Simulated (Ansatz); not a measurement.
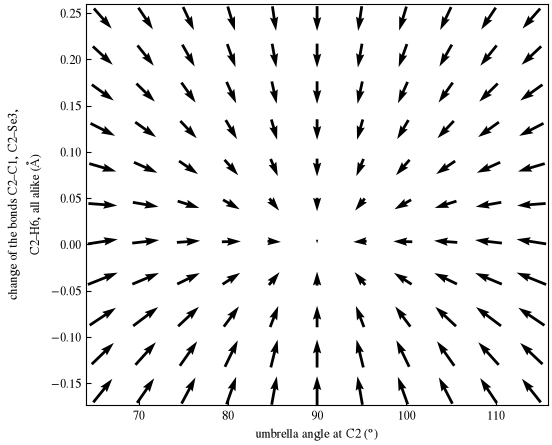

C₂H₃Se, SMILES C=C[Se-], charge −1. The first coordinate is: umbrella angle at C2 (between each of its bonds and their common axis; 90 is planar); the second: change of the bonds C2–C1, C2–Se3, C2–H6, all alike. Nothing is relaxed (all other coordinates rigid). Grid: 11 × 11 points; 66 points were computed and 55 follow by symmetry. Points are written as (first, second). Level of theory: RKS PBE0-D4/def2-TZVPD (Ansatz).

In the figure: arrows along the force (downhill), their lengths compressed.

The arrows alone are given. Where is the energy lowest?

The arrows converge at about (90°, 0.000 Å) (read from the interpolated surface).

The energy map of the same scan:

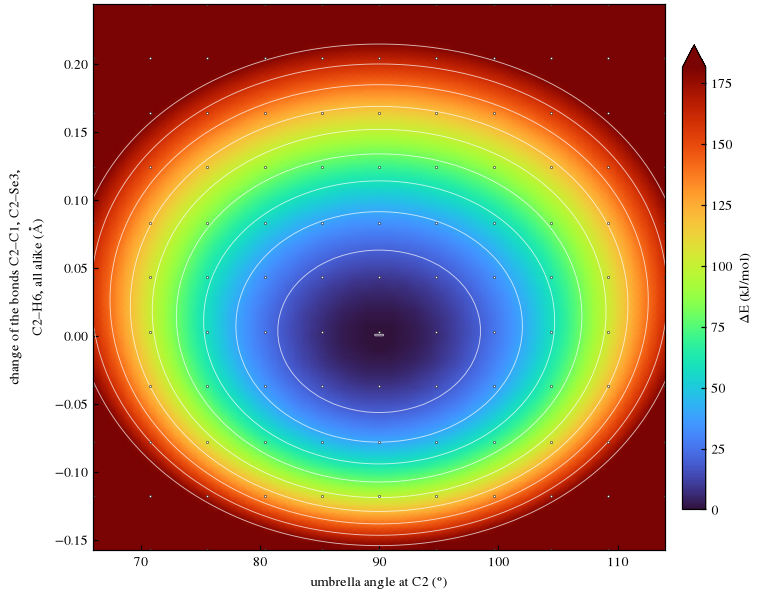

Energies are in kJ/mol, from the lowest grid point; between grid points the surface is interpolated.
